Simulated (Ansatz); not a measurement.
# wB97X/STO-3G run of [SiF3]− (SMILES F[Si-](F)F)

What is the energy change on altering one bond length of [SiF3]− at wB97X/STO-3G? 

The calculation is run with Ansatz 0.2.0.

5 further runs of the same task are left out: 4 that didn't finish, 1 set aside as unsound or not needed.

## (1) The structure to begin with

[SiF3]− has 4 atoms, charge -1, and is taken as a singlet. As SMILES, `F[Si-](F)F`. The shape is that of a GFN2-xTB optimisation.

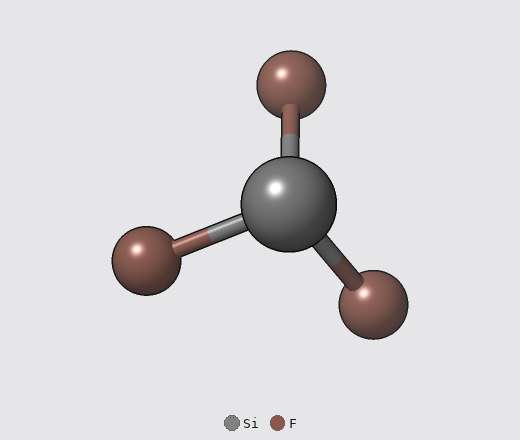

The structure, seen from a chosen angle (silicon grey, fluorine brown).

## (2) The energy at wB97X/STO-3G

The input, job.yaml:

```yaml
crystal:
  periodic: [false, false, false]
  atoms:
    - {symbol: Si, position_ang: [-0.004470, 0.005770, 0.685050]}
    - {symbol: F, position_ang: [1.428310, -0.030960, -0.216950]}
    - {symbol: F, position_ang: [-0.687310, 1.250250, -0.242810]}
    - {symbol: F, position_ang: [-0.736530, -1.225060, -0.225300]}
basis:
  gaussian:
    orbitals: STO-3G
total_charge: -1
accuracy: high
hamiltonian:
  xc: {name: wB97X}
```

Command:

```bash
$ ansatz run job.yaml --threads 1 --pin off --max-ram 2610MiB --events-out events.jsonl --progress --plain --runs-dir runs
```

The program printed:

```text
Warning: RAYON_NUM_THREADS=1 ignored (pool sized by the plan → 1); use --threads N
Functional definition: wB97X
  name "wB97X"
  parameter omega = 0.3/bohr
  parameter cx = 0.157706
  parameter cx1 = 0.726479
  parameter cx2 = 1.04760
  parameter cx3 = -5.70635
  parameter cx4 = 13.2794
  parameter css1 = -4.33879
  parameter css2 = 18.2308
  parameter css3 = -31.7430
  parameter css4 = 17.2901
  parameter cos1 = 2.37031
  parameter cos2 = -11.3995
  parameter cos3 = 6.58405
  parameter cos4 = -3.78132
  exchange = spin_sum(e_x_unif_sr(omega)*poly(b97_u_x, 1 - cx, cx1, cx2, cx3, cx4)) + cx*exact_x_sr(omega)
      + exact_x_lr(omega)
  correlation = spin_sum(e_c_pw_same_spin*poly(b97_u_same, 1, css1, css2, css3, css4))
      + integral(e_c_pw_opposite_spin*poly(b97_u_opposite, 1, cos1, cos2, cos3, cos4))
463 factors; integrals over basis functions are off by at most 4.2e-8 eV
150 factors; integrals over basis functions are off by at most 6.0e-10 eV
mean field evaluation 1: about -15812.9166 eV, gradient 1.6e1 eV
mean field evaluation 2: about -15813.9461 eV, gradient 6.6e0 eV
mean field evaluation 4: about -15814.0859 eV, gradient 4.5e-2 eV
mean field evaluation 8: about -15814.0819 eV, gradient 4.7e-4 eV
mean field evaluation 16: about -15814.0819 eV, gradient 5.8e-8 eV
mean field -15814.08192091 eV, -581.1567914236 hartree, gradient 5.8e-8 eV, S^2 0.000000; 0 other end points of the search recorded, 0 dependent functions left out
reference -15814.08191984 eV, -581.1567913843 hartree; 21, 21 occupied and 3, 3 virtual orbitals, 463 factors
Total energy: -15814.08191984 eV, -581.1567913843 hartree
```

Run time: 1.9 s. Hardware: 1 thread of AMD EPYC 9R45 (Zen 5), shared host; peak memory 0.27 GiB.

## (3) The distorted shape

The input, run.yaml:

```yaml
crystal:
  periodic: [false, false, false]
  atoms:
    - symbol: Si
      position_ang: [0.178558, 0.313499, 0.912654]
    - symbol: F
      position_ang: [1.611338, 0.276769, 0.010654]
    - symbol: F
      position_ang: [-0.504282, 1.557979, -0.015206]
    - symbol: F
      position_ang: [-0.736530, -1.225060, -0.225300]
basis:
  gaussian: {orbitals: STO-3G}
total_charge: -1
magnetization: {spin_polarized: false, initial_magnetization: 0}
hamiltonian: {xc: {name: wB97X}}
accuracy: high
```

Command:

```bash
$ ansatz run run.yaml --threads 1 --pin off --max-ram 2610MiB --events-out events.jsonl --progress --plain --runs-dir runs
```

The program printed (excerpt; [...] marks lines left out):

```text
Warning: RAYON_NUM_THREADS=1 ignored (pool sized by the plan → 1); use --threads N
Functional definition: wB97X
  name "wB97X"
[...]
      + exact_x_lr(omega)
[...]
      + integral(e_c_pw_opposite_spin*poly(b97_u_opposite, 1, cos1, cos2, cos3, cos4))
448 factors; integrals over basis functions are off by at most 3.8e-8 eV
151 factors; integrals over basis functions are off by at most 7.7e-10 eV
[...]
mean field -15812.75708116 eV, -581.1081044611 hartree, gradient 8.7e-8 eV, S^2 0.000000; 0 other end points of the search recorded, 0 dependent functions left out
reference -15812.75708010 eV, -581.1081044219 hartree; 21, 21 occupied and 3, 3 virtual orbitals, 448 factors
Total energy: -15812.75708010 eV, -581.1081044219 hartree
```

It took 1.9 s on 1 thread of AMD EPYC 9R45 (Zen 5), shared host; peak memory 0.27 GiB.

## (4) What came out

Level: wB97X/STO-3G.

| quantity | value |
| --- | --- |
| first shape: total energy | -581.15679 Eh |
| distorted shape: total energy | -581.10810 Eh |
| energy change with the Si1–F4 bond stretched from 1.697 to 2.121 Å | 1.325 eV |

With the Si1–F4 bond stretched from 1.697 to 2.121 Å the energy rises by 1.32 eV (31 kcal/mol). The first shape isn't relaxed at this level, so the change isn't measured from a minimum. The minimal basis adds a large error of its own.
